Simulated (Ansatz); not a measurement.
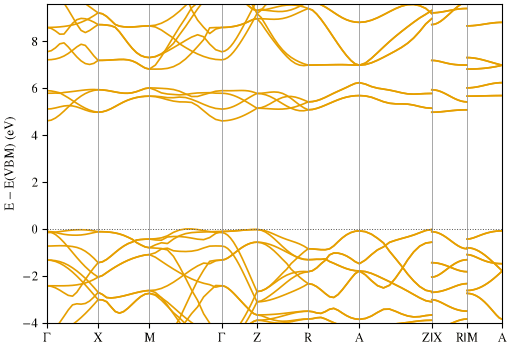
Band structure from the program Ansatz at the r²SCAN level (PAW)

### Question
Read off the gap and where the band edges lie.

### Answer
About 4.6 eV (4.60 eV by a search for the band edges); maximum on the M–Γ line, 54 % of the way from M, minimum at Γ.

The material is ZrO2 in space group P4_2/nmc (No. 137; Zr on 2a, O on 4d).

This is a known high-temperature phase of the composition, computed here at zero pressure and temperature. Symmetry was held in the r²SCAN relaxation; whether a distortion lowers the energy is not shown. No spin polarisation was allowed. Scalar-relativistic: spin–orbit coupling is off unless named, which matters more the heavier the elements.

Potentials: the earlier of the program's two PAW sets.
